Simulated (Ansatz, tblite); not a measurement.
**C₂H₂₄Si₉: one state, many levels**

Aim: run the singlet of C₂H₂₄Si₉ at one geometry on many levels, and compare frontier levels, spin and run time.

Program: Ansatz 0.2.0, Gaussian basis. Level of theory: as each input shows. These are calculated values, not measurements.

Plan: GFN1-xTB, GFN2-xTB, PBE-D4/def2-TZVP, r2SCAN-D4/def2-TZVP, PBE-D4/def2-SVP, PBE0-D4/def2-SVP, HF/6-31G, B3LYP-D4/6-31G, MP2/def2-SVP.

4 further runs of the same task are left out: 4 that didn't finish.

## Step 1: The structure

The singlet was relaxed beforehand with r2SCAN-D4/def2-SVP.

35 atoms, charge 0, spin multiplicity 1.

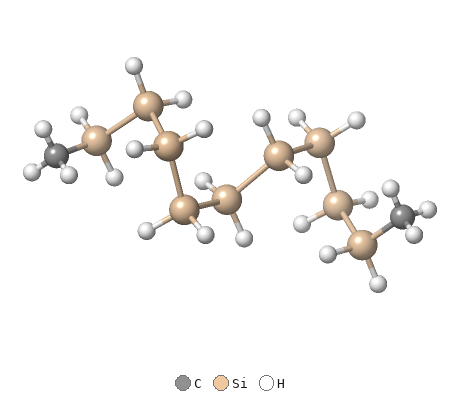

The structure; carbon grey, silicon light orange, hydrogen white.

PBE0-D4/def2-TZVP was run before; its log isn't repeated, and its numbers join the tables.

## Step 2: GFN1-xTB

Tight binding, by tblite at 300 K electronic temperature and without a spin-polarisation term:

```python
tblite.interface.Calculator('GFN1-xTB', numbers, positions, charge=0, uhf=0).singlepoint()
```

Energy -918.5729 eV, HOMO -10.87 eV, LUMO -7.82 eV; 0.22 s.

## Step 3: GFN2-xTB

Tight binding, by tblite at 300 K electronic temperature and without a spin-polarisation term:

```python
tblite.interface.Calculator('GFN2-xTB', numbers, positions, charge=0, uhf=0).singlepoint()
```

Energy -869.5762 eV, HOMO -9.06 eV, LUMO -5.73 eV; 0.24 s.

## Step 4: PBE-D4/def2-TZVP

start.molden holds the orbitals of an earlier run on this state, given as this run's starting guess.

in.yaml

```yaml
crystal:
  periodic: [false, false, false]
  atoms:
    - {symbol: C, position_ang: [-5.693193, 0.846357, -0.424200]}
    - {symbol: Si, position_ang: [-4.512736, 0.500525, -1.855706]}
    - {symbol: Si, position_ang: [-3.675659, -1.689341, -1.686833]}
    - {symbol: Si, position_ang: [-2.801445, -1.938854, 0.479916]}
    - {symbol: Si, position_ang: [-1.389113, -0.103993, 0.878555]}
    - {symbol: Si, position_ang: [0.150266, 0.107627, -0.885686]}
    - {symbol: Si, position_ang: [1.626756, 1.876547, -0.425557]}
    - {symbol: Si, position_ang: [2.423543, 1.564387, 1.764746]}
    - {symbol: Si, position_ang: [3.123657, -0.672483, 1.931893]}
    - {symbol: Si, position_ang: [4.650197, -1.052068, 0.184451]}
    - {symbol: C, position_ang: [5.999596, 0.266926, 0.208807]}
    - {symbol: H, position_ang: [-6.548280, 0.151468, -0.444586]}
    - {symbol: H, position_ang: [-6.088772, 1.873740, -0.474754]}
    - {symbol: H, position_ang: [-5.180246, 0.727600, 0.543885]}
    - {symbol: H, position_ang: [-3.351514, 1.447242, -1.807538]}
    - {symbol: H, position_ang: [-5.203959, 0.697667, -3.169319]}
    - {symbol: H, position_ang: [-2.586222, -1.930249, -2.686777]}
    - {symbol: H, position_ang: [-4.763207, -2.693088, -1.927914]}
    - {symbol: H, position_ang: [-2.019382, -3.207979, 0.623411]}
    - {symbol: H, position_ang: [-3.922113, -1.961316, 1.475853]}
    - {symbol: H, position_ang: [-0.650897, -0.251662, 2.174796]}
    - {symbol: H, position_ang: [-2.209866, 1.149327, 0.958665]}
    - {symbol: H, position_ang: [-0.587279, 0.325154, -2.171374]}
    - {symbol: H, position_ang: [0.923879, -1.170822, -1.002680]}
    - {symbol: H, position_ang: [0.901617, 3.180488, -0.557321]}
    - {symbol: H, position_ang: [2.778960, 1.877471, -1.384348]}
    - {symbol: H, position_ang: [1.339956, 1.891807, 2.745110]}
    - {symbol: H, position_ang: [3.587030, 2.470898, 2.033619]}
    - {symbol: H, position_ang: [3.762747, -0.926310, 3.263604]}
    - {symbol: H, position_ang: [1.933277, -1.573737, 1.805068]}
    - {symbol: H, position_ang: [3.896113, -0.991481, -1.109348]}
    - {symbol: H, position_ang: [5.246347, -2.421118, 0.299073]}
    - {symbol: H, position_ang: [6.720692, 0.111674, -0.609974]}
    - {symbol: H, position_ang: [6.554654, 0.245036, 1.160598]}
    - {symbol: H, position_ang: [5.564584, 1.272583, 0.091856]}
basis:
  gaussian: {orbitals: def2-TZVP, initial_orbitals: start.molden}
hamiltonian: {xc: pbe, dispersion: d4}
scf: {omitted_lower_state_checks: [starts]}
output: {orbitals: {seedname: orbitals}}
```

Launch:

```sh
ansatz run in.yaml --threads 4 --pin off --events-out ev --progress --plain --max-ram 6963MiB
```

The program printed:

```text
Functional definition: PBE
  name "PBE"
  cite "Perdew, Burke & Ernzerhof, Phys. Rev. Lett. 77, 3865 (1996) doi:10.1103/PhysRevLett.77.3865"
  parent pbe
  parameter kappa = 0.804
  parameter beta = 0.06672455060314922
  exchange = pbe_x(kappa = kappa, mu = beta*pi^2/3)
  correlation = pbe_c(beta = beta)
these checks for a lower state are left out or cut short: starts
3684 factors; their error is unknown
mean field evaluation 1: about -73326.6663 eV, gradient 1.9e1 eV
mean field evaluation 2: about -73326.9782 eV, gradient 4.0e-1 eV
mean field evaluation 4: about -73326.8978 eV, gradient 1.5e-3 eV
mean field -73326.89781690 eV, -2694.7137920146 hartree, gradient 1.3e-5 eV, S^2 0.000000; 0 other end points of the search recorded, 0 dependent functions left out
reference -73326.89791034 eV, -2694.7137954484 hartree; 81, 81 occupied and 458, 458 virtual orbitals, 3684 factors
Total energy: -73328.17214486 eV, -2694.7606227034 hartree
Checks for a lower state left out: starts
```

Run time: 38 s. Hardware: 4 threads of Intel Xeon at 2.50GHz, shared host; peak memory 1.9 GiB.

HOMO -6.52 eV, LUMO -1.39 eV.

## Step 5: r2SCAN-D4/def2-TZVP

Edit in.yaml of step 4 so:

```diff
@@ -40,4 +40,4 @@
   gaussian: {orbitals: def2-TZVP, initial_orbitals: start.molden}
-hamiltonian: {xc: pbe, dispersion: d4}
+hamiltonian: {xc: r2scan, dispersion: d4}
 scf: {omitted_lower_state_checks: [starts]}
-output: {orbitals: {seedname: orbitals}}
+output: {forces: true, orbitals: {seedname: orbitals}}
```

The command is unchanged.

The program printed (excerpt; [...] marks lines left out):

```text
Functional definition: r2SCAN
  name "r2SCAN"
  cite "Furness, Kaplan, Ning, Perdew & Sun, J. Phys. Chem. Lett. 11, 8208 (2020) doi:10.1021/acs.jpclett.0c02405"
  cite "Furness, Kaplan, Ning, Perdew & Sun, J. Phys. Chem. Lett. 11, 9248 (2020) doi:10.1021/acs.jpclett.0c03077"
  parent r2scan
[...]
3684 factors; their error is unknown
[...]
mean field -73359.72500509 eV, -2695.9201689297 hartree, gradient 1.6e-5 eV, S^2 0.000000; 0 other end points of the search recorded, 0 dependent functions left out
[...]
reference -73359.72503416 eV, -2695.9201699977 hartree; 81, 81 occupied and 458, 458 virtual orbitals, 3684 factors
Total energy: -73360.08695746 eV, -2695.9334704338 hartree
Atom 0 at    -5.693193     0.846357    -0.424200 Å, force    -0.116923     0.053161     0.103543 eV/Å
Atom 1 at    -4.512736     0.500525    -1.855706 Å, force    -0.017171     0.043736     0.025008 eV/Å
[...]
Atom 26 at     1.339956     1.891807     2.745110 Å, force     0.102462    -0.026027    -0.091602 eV/Å
Atom 27 at     3.587030     2.470898     2.033619 Å, force    -0.111632    -0.082714    -0.016777 eV/Å
Atom 28 at     3.762747    -0.926310     3.263604 Å, force    -0.057704     0.016199    -0.115660 eV/Å
Atom 29 at     1.933277    -1.573737     1.805068 Å, force     0.119510     0.085807     0.017981 eV/Å
Atom 30 at     3.896113    -0.991481    -1.109348 Å, force     0.086914    -0.009678     0.129198 eV/Å
Atom 31 at     5.246347    -2.421118     0.299073 Å, force    -0.044348     0.131021    -0.016821 eV/Å
Atom 32 at     6.720692     0.111674    -0.609974 Å, force    -0.206686     0.034750     0.229079 eV/Å
Atom 33 at     6.554654     0.245036     1.160598 Å, force    -0.159793     0.012259    -0.268397 eV/Å
Atom 34 at     5.564584     1.272583     0.091856 Å, force     0.118325    -0.279252     0.036199 eV/Å
Dipole moment:     0.024154     0.126209     0.060259 e Å
Checks for a lower state left out: starts
```

It took 76 s on 4 threads of Intel Xeon at 2.50GHz, shared host; peak memory 2 GiB.

HOMO -6.76 eV, LUMO -1.22 eV.

## Step 6: PBE-D4/def2-SVP

Edit in.yaml of step 5 so:

```diff
@@ -39,5 +39,5 @@
 basis:
-  gaussian: {orbitals: def2-TZVP, initial_orbitals: start.molden}
-hamiltonian: {xc: r2scan, dispersion: d4}
+  gaussian: {orbitals: def2-SVP, initial_orbitals: start.molden}
+hamiltonian: {xc: pbe, dispersion: d4}
 scf: {omitted_lower_state_checks: [starts]}
-output: {forces: true, orbitals: {seedname: orbitals}}
+output: {orbitals: {seedname: orbitals}}
```

The command is unchanged.

The program printed:

```text
Functional definition: PBE
  name "PBE"
  cite "Perdew, Burke & Ernzerhof, Phys. Rev. Lett. 77, 3865 (1996) doi:10.1103/PhysRevLett.77.3865"
  parent pbe
  parameter kappa = 0.804
  parameter beta = 0.06672455060314922
  exchange = pbe_x(kappa = kappa, mu = beta*pi^2/3)
  correlation = pbe_c(beta = beta)
these checks for a lower state are left out or cut short: starts
3472 factors; their error is unknown
mean field evaluation 1: about -73299.5139 eV, gradient 1.2e1 eV
mean field evaluation 2: about -73299.9575 eV, gradient 3.7e-1 eV
mean field evaluation 4: about -73299.6423 eV, gradient 1.2e-3 eV
mean field -73299.64231530 eV, -2693.7121708054 hartree, gradient 7.0e-6 eV, S^2 0.000000; 0 other end points of the search recorded, 0 dependent functions left out
reference -73299.64239037 eV, -2693.7121735639 hartree; 81, 81 occupied and 229, 229 virtual orbitals, 3472 factors
Total energy: -73300.91662489 eV, -2693.7590008190 hartree
Checks for a lower state left out: starts
```

Wall time 17 s (4 threads of Intel Xeon at 2.50GHz, shared host).

HOMO -6.55 eV, LUMO -1.19 eV.

## Step 7: PBE0-D4/def2-SVP

Edit in.yaml of step 6 so:

```diff
@@ -40,3 +40,3 @@
   gaussian: {orbitals: def2-SVP, initial_orbitals: start.molden}
-hamiltonian: {xc: pbe, dispersion: d4}
+hamiltonian: {xc: pbe0, dispersion: d4}
 scf: {omitted_lower_state_checks: [starts]}
```

Same command.

The program printed:

```text
Functional definition: PBE0
  name "PBE0"
  cite "Adamo & Barone, J. Chem. Phys. 110, 6158 (1999) doi:10.1063/1.478522"
  cite "Perdew, Burke & Ernzerhof, Phys. Rev. Lett. 77, 3865 (1996) doi:10.1103/PhysRevLett.77.3865"
  parent pbe
  parameter a = 0.25
  parameter kappa = 0.804
  parameter beta = 0.06672455060314922
  exchange = (1 - a)*pbe_x(kappa = kappa, mu = beta*pi^2/3) + a*exact_x
  correlation = pbe_c(beta = beta)
these checks for a lower state are left out or cut short: starts
3053 factors; integrals over basis functions are off by at most 1.2e-3 eV
mean field evaluation 1: about -73307.7184 eV, gradient 6.9e0 eV
mean field evaluation 2: about -73307.8784 eV, gradient 1.2e-1 eV
mean field evaluation 4: about -73308.0352 eV, gradient 1.3e-3 eV
mean field -73308.03517154 eV, -2694.0206025833 hartree, gradient 1.9e-5 eV, S^2 0.000000; 0 other end points of the search recorded, 0 dependent functions left out
reference -73308.03522867 eV, -2694.0206046825 hartree; 81, 81 occupied and 229, 229 virtual orbitals, 3053 factors
Total energy: -73309.16968757 eV, -2694.0622952782 hartree
Checks for a lower state left out: starts
```

Wall time 37 s (4 threads of Intel Xeon at 2.50GHz, shared host); peak memory 1.4 GiB.

HOMO -7.60 eV, LUMO -0.46 eV.

## Step 8: HF/6-31G

Edit in.yaml of step 7 so:

```diff
@@ -39,4 +39,4 @@
 basis:
-  gaussian: {orbitals: def2-SVP, initial_orbitals: start.molden}
-hamiltonian: {xc: pbe0, dispersion: d4}
+  gaussian: {orbitals: 6-31G}
+hamiltonian: {xc: hf}
 scf: {omitted_lower_state_checks: [starts]}
```

The command is unchanged.

The program printed:

```text
Functional definition: HF
  name "HF"
  cite "Fock, Z. Phys. 61, 126 (1930) doi:10.1007/BF01340294"
  parent pbe
  exchange = exact_x
  correlation = 0
these checks for a lower state are left out or cut short: starts
2282 factors; integrals over basis functions are off by at most 1.9e-4 eV
mean field evaluation 1: about -73183.2804 eV, gradient 3.0e1 eV
mean field evaluation 2: about -73183.2881 eV, gradient 3.0e1 eV
mean field evaluation 4: about -73186.9741 eV, gradient 3.3e0 eV
mean field evaluation 8: about -73187.0159 eV, gradient 2.7e-4 eV
mean field -73187.01591634 eV, -2689.5732269845 hartree, gradient 2.4e-5 eV, S^2 0.000000; 0 other end points of the search recorded, 0 dependent functions left out
reference -73187.01591634 eV, -2689.5732269845 hartree; 81, 81 occupied and 102, 102 virtual orbitals, 2282 factors
Total energy: -73187.01591634 eV, -2689.5732269845 hartree
Checks for a lower state left out: starts
```

Wall time 13 s (4 threads of Intel Xeon at 2.50GHz, shared host).

HOMO -9.76 eV, LUMO 2.73 eV.

## Step 9: B3LYP-D4/6-31G

Edit in.yaml of step 8 so:

```diff
@@ -40,3 +40,3 @@
   gaussian: {orbitals: 6-31G}
-hamiltonian: {xc: hf}
+hamiltonian: {xc: {name: B3LYP}, dispersion: d4}
 scf: {omitted_lower_state_checks: [starts]}
```

Same command.

The program printed (excerpt; [...] marks lines left out):

```text
Functional definition: B3LYP
  name "B3LYP"
  cite "Stephens, Devlin, Chabalowski & Frisch, J. Phys. Chem. 98, 11623 (1994) doi:10.1021/j100096a001"
  cite "Becke, Phys. Rev. A 38, 3098 (1988) doi:10.1103/PhysRevA.38.3098"
  cite "Lee, Yang & Parr, Phys. Rev. B 37, 785 (1988) doi:10.1103/PhysRevB.37.785"
  cite "Vosko, Wilk & Nusair, Can. J. Phys. 58, 1200 (1980) doi:10.1139/p80-159"
[...]
2282 factors; integrals over basis functions are off by at most 1.9e-4 eV
[...]
mean field -73358.58661505 eV, -2695.8783338673 hartree, gradient 5.4e-5 eV, S^2 0.000000; 0 other end points of the search recorded, 0 dependent functions left out
reference -73358.58712195 eV, -2695.8783524955 hartree; 81, 81 occupied and 102, 102 virtual orbitals, 2282 factors
Total energy: -73360.62432354 eV, -2695.9532182731 hartree
Checks for a lower state left out: starts
```

Wall time 20 s (4 threads of Intel Xeon at 2.50GHz, shared host).

From the report: HOMO -7.36 eV, LUMO -0.23 eV.

## Step 10: MP2/def2-SVP

Edit in.yaml of step 9 so:

```diff
@@ -39,4 +39,4 @@
 basis:
-  gaussian: {orbitals: 6-31G}
-hamiltonian: {xc: {name: B3LYP}, dispersion: d4}
+  gaussian: {orbitals: def2-SVP, initial_orbitals: start.molden}
+correlation: {method: mp2}
 scf: {omitted_lower_state_checks: [starts]}
```

Same command.

The program printed:

```text
Functional definition: HF
  name "HF"
  cite "Fock, Z. Phys. 61, 126 (1930) doi:10.1007/BF01340294"
  parent pbe
  exchange = exact_x
  correlation = 0
these checks for a lower state are left out or cut short: starts
3053 factors; integrals over basis functions are off by at most 1.2e-3 eV
mean field evaluation 1: about -73176.0562 eV, gradient 2.9e1 eV
mean field evaluation 2: about -73177.7707 eV, gradient 1.5e0 eV
mean field evaluation 4: about -73177.7898 eV, gradient 2.4e-2 eV
mean field evaluation 8: about -73177.7898 eV, gradient 2.6e-6 eV
mean field -73177.78983560 eV, -2689.2341747709 hartree, gradient 2.6e-6 eV, S^2 0.000000; 0 other end points of the search recorded, 0 dependent functions left out
47 core orbitals not correlated: weight in the atoms' cores, before any rotation towards them, 1.000 or more for the frozen orbitals, at most 0.000 for the correlated occupied ones
reference -73177.78983560 eV, -2689.2341747709 hartree; 34, 34 occupied and 229, 229 virtual orbitals, 3053 factors
second order -32.76810051 eV of doubles, -0.00000000 eV of singles
Total energy: -73210.55793611 eV, -2690.4383802535 hartree
Checks for a lower state left out: starts
```

It took 45 s on 4 threads of Intel Xeon at 2.50GHz, shared host; peak memory 1.5 GiB.

Report: Hartree-Fock HOMO -9.89 eV, LUMO 2.79 eV.

## Step 11: Levels side by side

```
              level  functions  HOMO (eV)  LUMO (eV)  gap (eV)     time
           HF/6-31G        183      -9.76       2.73     12.48     13 s
    PBE-D4/def2-SVP        310      -6.55      -1.19      5.37     17 s
   PBE-D4/def2-TZVP        539      -6.52      -1.39      5.13     38 s
r2SCAN-D4/def2-TZVP        539      -6.76      -1.22      5.54     76 s
     B3LYP-D4/6-31G        183      -7.36      -0.23      7.13     20 s
   PBE0-D4/def2-SVP        310      -7.60      -0.46      7.14     37 s
  PBE0-D4/def2-TZVP        539      -7.52      -0.63      6.89  2.1 min
```

The pieces so far (eV):

| basis | HF | MP2 correlation | total |
| --- | --- | --- | --- |
| def2-SVP | -73177.7898 | -32.7681 | -73210.5579 (MP2) |

## Step 12: Binding energy

Free atoms were run apart at each level; binding is atoms less cluster, divided by the number of atoms, without zero-point or spin-orbit terms.

```
              level  binding an atom (eV)
           HF/6-31G                 2.180
        HF/def2-SVP                 2.475
    PBE-D4/def2-SVP                 3.244
   PBE-D4/def2-TZVP                 3.244
r2SCAN-D4/def2-TZVP                 3.264
     B3LYP-D4/6-31G                 3.063
   PBE0-D4/def2-SVP                 3.239
  PBE0-D4/def2-TZVP                 3.242
       MP2/def2-SVP                 3.029
```

## Step 13: Summary of results

| quantity | value |
| --- | --- |
| gap in def2-TZVP, named functionals, smallest and largest | 5.13 eV (PBE-D4), 6.89 eV (PBE0-D4) |
| correlation energy, MP2/def2-SVP | -32.77 eV |
| binding an atom, functionals in def2-TZVP | 3.24 (PBE0-D4) to 3.26 eV (r2SCAN-D4) |
| PBE0 total energy, smallest basis above largest | 26.90 eV (def2-SVP, def2-TZVP) |

In words: Over the named functionals in def2-TZVP the gap runs from 5.13 eV (PBE-D4) to 6.89 eV (PBE0-D4); exact exchange widens it.

The slowest run with a step of its own, r2SCAN-D4/def2-TZVP, took 76 s; the quickest functional in def2-TZVP took 38 s (shared host).
